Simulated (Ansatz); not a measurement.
# ClF (chlorine monofluoride): levels of theory compared

Wanted: a comparison of 6 runs (BHLYP/STO-3G, HSE06/STO-3G, PBE0/STO-3G, UPBE0/STO-3G, wB97X/STO-3G, CCSDT/STO-3G) of ClF (chlorine monofluoride). 

The calculation is run with Ansatz 0.2.0.

38 further runs of the same task are left out: 3 that didn't finish, 35 set aside as unsound or not needed.

## Step 1: The structure to begin with

ClF has 2 atoms, charge 0, and is taken as a singlet. As SMILES, `FCl`. The Cl2–F1 distance was set to 4.049 Å, away from the relaxed value.

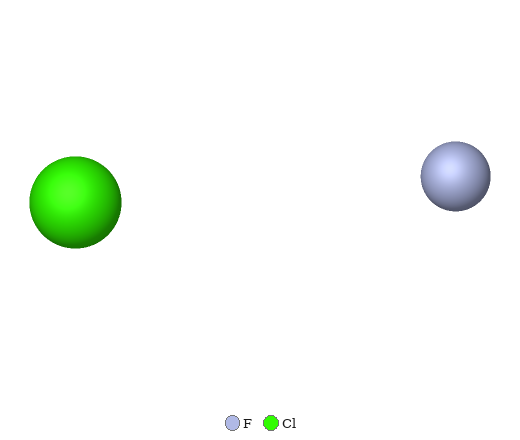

The structure, seen from a chosen angle (fluorine light blue, chlorine green).

## Step 2: The energy at BHLYP/STO-3G (run 1)

The input, run.yaml:

```yaml
crystal:
  periodic: [false, false, false]
  atoms:
    - {symbol: F, position_ang: [-0.000000, -0.000000, -2.398240]}
    - {symbol: Cl, position_ang: [0.000000, 0.000000, 1.650960]}
basis:
  gaussian: {orbitals: STO-3G}
hamiltonian: {xc: {name: BHLYP}}
accuracy: high
```

Launch:

```sh
$ ansatz run run.yaml --threads 1 --pin off --max-ram 3480MiB --events-out events.jsonl --progress --plain --runs-dir runs
```

The program printed:

```text
Warning: RAYON_NUM_THREADS=1 ignored (pool sized by the plan → 1); use --threads N
Functional definition: BHLYP
  name "BHLYP"
  parameter a = 0.5
  exchange = (1 - a)*b88_x + a*exact_x
  correlation = lyp_c
198 factors; integrals over basis functions are off by at most 5.0e-9 eV
mean field evaluation 1: about -15044.4346 eV, gradient 7.6e-2 eV
mean field evaluation 2: about -15044.4364 eV, gradient 7.6e-2 eV
mean field evaluation 4: about -15039.0708 eV, gradient 2.3e0 eV
mean field evaluation 8: about -15054.3684 eV, gradient 4.0e-2 eV
mean field evaluation 16: about -15054.4004 eV, gradient 6.8e-2 eV
mean field evaluation 32: about -15054.4311 eV, gradient 5.2e-8 eV
mean field evaluation 64: about -15053.9108 eV, gradient 9.6e0 eV
mean field evaluation 96: about -15052.1509 eV, gradient 1.8e1 eV
mean field -15054.43106602 eV, -553.2401374162 hartree, gradient 4.3e-9 eV, S^2 0.000000; 5 other end points of the search recorded, 0 dependent functions left out
reference -15054.43107977 eV, -553.2401379218 hartree; 13, 13 occupied and 1, 1 virtual orbitals, 198 factors
Total energy: -15054.43107977 eV, -553.2401379218 hartree
```

It took 2.1 s on 1 thread of Arm Neoverse V1, shared host.

## Step 3: The energy at HSE06/STO-3G (run 2)

The input, in.yaml:

```yaml
crystal:
  periodic: [false, false, false]
  atoms:
    - {symbol: F, position_ang: [-0.000000, -0.000000, -2.398240]}
    - {symbol: Cl, position_ang: [0.000000, 0.000000, 1.650960]}
basis:
  gaussian:
    orbitals: STO-3G
hamiltonian:
  xc: {name: HSE06}
accuracy: high
```

Launch:

```sh
$ ansatz run in.yaml --threads 1 --pin off --max-ram 3480MiB --events-out events.jsonl --progress --plain --runs-dir runs
```

The program printed, shortened:

```text
Warning: RAYON_NUM_THREADS=1 ignored (pool sized by the plan → 1); use --threads N
Functional definition: HSE06
  name "HSE06"
[...]
198 factors; integrals over basis functions are off by at most 5.0e-9 eV
46 factors; integrals over basis functions are off by at most 9.8e-10 eV
[...]
mean field -15049.64396777 eV, -553.0642148004 hartree, gradient 6.0e-9 eV, S^2 0.000000; 4 other end points of the search recorded, 0 dependent functions left out
reference -15049.64396885 eV, -553.0642148402 hartree; 13, 13 occupied and 1, 1 virtual orbitals, 198 factors
Total energy: -15049.64396885 eV, -553.0642148402 hartree
```

It took 2.9 s on 1 thread of Arm Neoverse V1, shared host.

Runs 3 to 5 aren't shown in full; the table further down has their settings and results.

## Step 4: A single-point energy at CCSDT/STO-3G (run 6)

The input, input.yaml:

```yaml
crystal:
  periodic: [false, false, false]
  atoms:
    - symbol: F
      position_ang: [-0.000000, -0.000000, -2.398240]
    - symbol: Cl
      position_ang: [0.000000, 0.000000, 1.650960]
basis:
  gaussian:
    orbitals: STO-3G
correlation:
  method: ccsdt
  frozen_orbitals: {Cl: 5, F: 1}
accuracy: high
scf:
  omitted_lower_state_checks: [cluster_reference, increment]
```

Launch:

```sh
$ ansatz run input.yaml --threads 1 --pin off --max-ram 3480MiB --events-out events.jsonl --progress --plain --runs-dir runs
```

The program printed:

```text
Warning: RAYON_NUM_THREADS=1 ignored (pool sized by the plan → 1); use --threads N
[... 17 lines left out ...]
6 core orbitals not correlated: weight in the atoms' cores, before any rotation towards them, 1.000 or more for the frozen orbitals, at most 0.000 for the correlated occupied ones
[... 39 lines left out ...]
WARN: these amplitudes may be one of several solutions (largest doubles amplitude 1.02, level shift 22.28 eV)
Total energy: -15035.06594893 eV, -552.5284824894 hartree
Checks for a lower state left out: cluster_reference, increment
```

Wall time 0.28 s (1 thread of Arm Neoverse V1, shared host).

## Step 5: The series

| run | level | frozen core orbitals | energy (Eh) | wall time |
| --- | --- | --- | --- | --- |
| 1 | BHLYP/STO-3G | – | -553.240138 | 2.1 s |
| 2 | HSE06/STO-3G | – | -553.064215 | 2.9 s |
| 3 | PBE0/STO-3G | – | -553.072254 | 2 s |
| 4 | UPBE0/STO-3G | – | -553.191930 | 15 s |
| 5 | wB97X/STO-3G | – | -553.246099 | 21 s |
| 6 | CCSDT/STO-3G | 6 | -552.528482 | 0.28 s |

## Step 6: What came out

```
                                          quantity          value
                               run 6: total energy  -552.52848 Eh
run 6: correlation energy (6 core orbitals frozen)     -317.0 mEh
                              run 6: T1 diagnostic          0.041
```

Totals of different functionals can't be ranked against each other. In run 6 the log says that unrestricted orbitals would lower the reference, so the values rest on an unstable closed-shell determinant (other closed-shell runs at this shape may share the fault). In runs 1, 2, 3, 4, 5, 6 the basis is minimal, so the values are rough. In runs 1, 2, 3, 5 a closed-shell determinant meets a far-stretched bond, which it describes badly. Spin contamination of the reference: run 4 ⟨S²⟩ = 1.00. Where it is this large, the reference is a mixture of spin states, and values that rest on it are in doubt. All runs together took 43 s, the longest 21 s.
